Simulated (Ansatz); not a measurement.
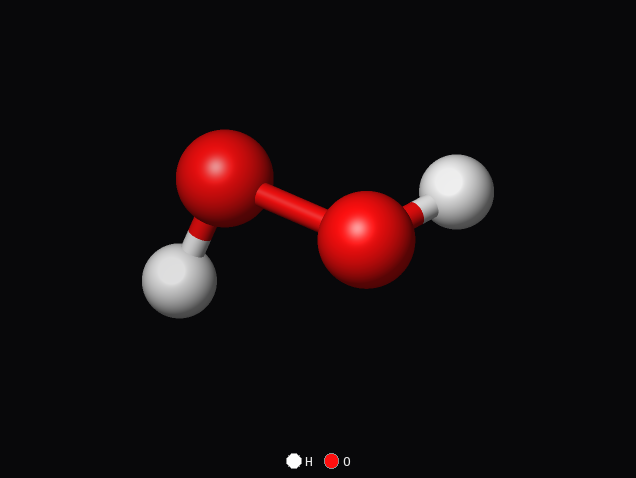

A ball-and-stick model of a molecule. Every bond is drawn as one stick, whatever its order.

Identify the structure.

It has 4 atoms: 2 hydrogen and 2 oxygen (H₂O₂). The point group is C2. Coordination: 2 O bent.

The parts below concern this one geometry. Atoms keep their numbers from picture to picture. Computed geometry: PBE0-D4/def2-TZVP optimisation.

**Thermal motion**

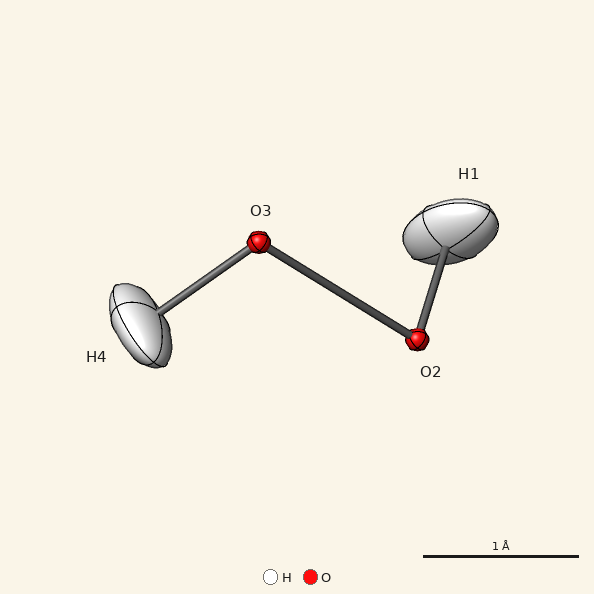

Displacement ellipsoids at the 50 % level, enlarged 1.5 times, from the internal vibrations of the free molecule (harmonic, no overall translation or rotation; no half-axis is drawn under 0.075 Å). Vibrations computed with RKS PBE0-D4/def2-TZVP (Ansatz 0.2.0). Temperature: 298 K.

> Which atom moves most?

H1, H4, with U_eq = 0.0139 Å².

> Does H4 move more along its bond or across it?

Across it: the root-mean-square amplitude is 0.065 Å along the bond and up to 0.163 Å across, since bending and torsion are softer than stretching.

Give the displacement parameters, one line for each set of equivalent atoms.

```csv
atom,U_eq (Å²),rms amplitudes (Å)
"H1, H4",0.0138,"0.064, 0.104, 0.162"
"O2, O3",0.00025,"0.007, 0.012, 0.024"
```

**Vibrations**

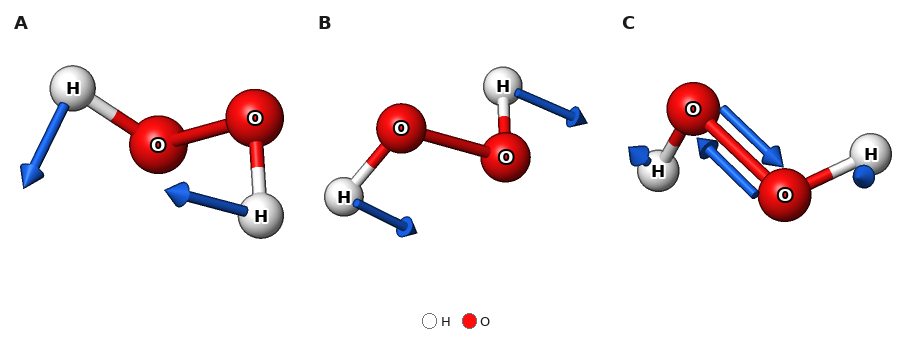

3 normal modes of one molecule or complex, as arrows. Harmonic vibrations computed with RKS PBE0-D4/def2-TZVP (Ansatz 0.2.0) at a stationary point of the same level.

> Match the panels to the wavenumbers 395 cm⁻¹, 1008 cm⁻¹, 1347 cm⁻¹.

A: 395 cm⁻¹, a torsion or out-of-plane motion in which bond lengths and bond angles hardly change
B: 1347 cm⁻¹, H–O–O bending
C: 1008 cm⁻¹, O–O stretching

**Electronic properties**

Level of theory: RKS PBE0-D4/def2-TZVPP (Ansatz 0.2.0).

What does the calculation give?

- HOMO energy (Kohn–Sham orbital): −8.13 eV
- LUMO energy (Kohn–Sham orbital): 0.72 eV
- HOMO–LUMO gap: 8.85 eV
